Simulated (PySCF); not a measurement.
**C5H13NSi3: density, localisation and related maps**

```yaml
atoms:
  - { symbol: N, position_ang: [-2.9582, 0.9973, 2.2321] }
  - { symbol: C, position_ang: [-2.9231, 0.4443, 1.2309] }
  - { symbol: C, position_ang: [-2.8535, -0.2463, -0.0238] }
  - { symbol: C, position_ang: [-2.2807, 0.6180, -1.1670] }
  - { symbol: C, position_ang: [-0.9560, -0.1623, -1.0784] }
  - { symbol: Si, position_ang: [0.4930, 0.7977, -0.2879] }
  - { symbol: Si, position_ang: [2.1820, -0.6637, 0.3417] }
  - { symbol: Si, position_ang: [4.2634, 0.2827, 0.6814] }
  - { symbol: C, position_ang: [-1.6266, -1.1763, -0.1353] }
  - { symbol: H, position_ang: [-3.8220, -0.7124, -0.2228] }
  - { symbol: H, position_ang: [-2.2240, 1.6850, -0.9547] }
  - { symbol: H, position_ang: [-2.8176, 0.4749, -2.1039] }
  - { symbol: H, position_ang: [-0.6510, -0.6011, -2.0304] }
  - { symbol: H, position_ang: [0.8970, 1.7916, -1.2952] }
  - { symbol: H, position_ang: [-0.0759, 1.5563, 0.8319] }
  - { symbol: H, position_ang: [1.7682, -1.3875, 1.5570] }
  - { symbol: H, position_ang: [2.2805, -1.7466, -0.6554] }
  - { symbol: H, position_ang: [4.2769, 1.1501, 1.8608] }
  - { symbol: H, position_ang: [4.6624, 1.1151, -0.4567] }
  - { symbol: H, position_ang: [5.3363, -0.6947, 0.8740] }
  - { symbol: H, position_ang: [-1.8690, -2.1269, -0.6081] }
  - { symbol: H, position_ang: [-1.1127, -1.3758, 0.8046] }
```

Geometry: GFN2-xTB.

Computed with PBE0/pcSseg-1, SCF density, gas phase, non-relativistic (PySCF 2.14.0).

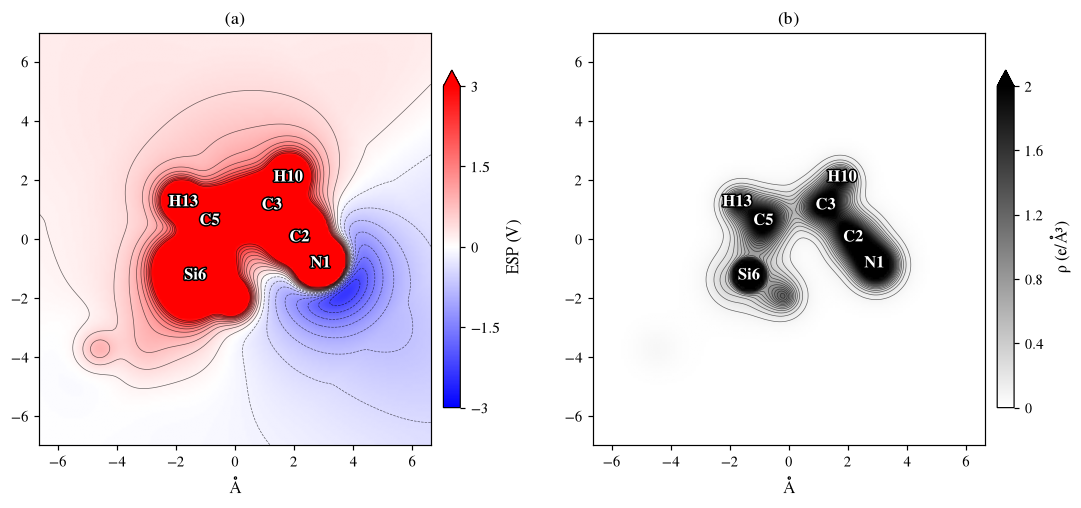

Figure 1. (a) electrostatic potential; (b) total electron density on the plane of atoms C2, C3 and H10.

Question: What does the map show?

Answer:
- Atoms in the plane: N, C, Si and H.
- C–N (1.14 Å): ρ is about 3.6 e/Å³ halfway.
- C–C (1.43 Å): the density is about 1.9 e/Å³ at the midpoint.
- C–Si (1.91 Å): ρ at the midpoint is about 0.9 e/Å³.
- C–H (1.09 Å): ρ is about 2 e/Å³ halfway.
- Outside the dense part of the molecule the potential is most negative (−2.4 V) near N1.

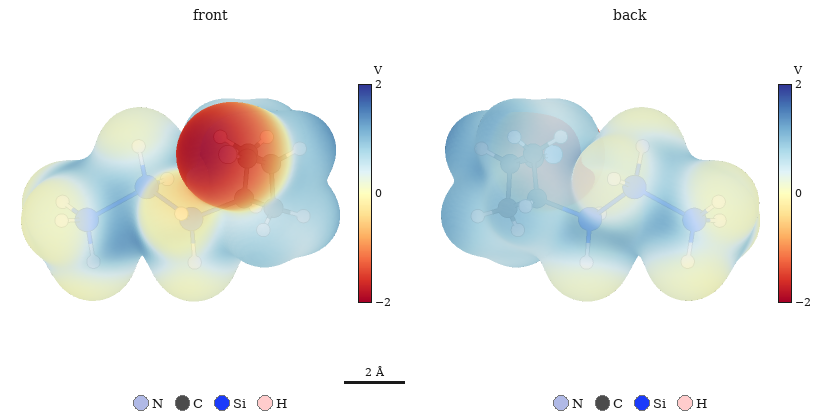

Figure 2. The molecular electrostatic potential painted on the density surface at 0.002 e/bohr³, seen from the front and from behind; red is negative and blue positive.

Question: Where is the surface potential most negative and most positive?

Answer: The most negative region (about −1.9 V, or −44 kcal/mol for a unit charge) lies over N1, the most positive (about +1.3 V, or +30 kcal/mol for a unit charge) over Si6, Si7, Si8 and H10. N1 is the likeliest acceptor of a hydrogen bond.

Question: What dipole moment does the calculation give?

Answer: Its dipole moment is 4.18 D.
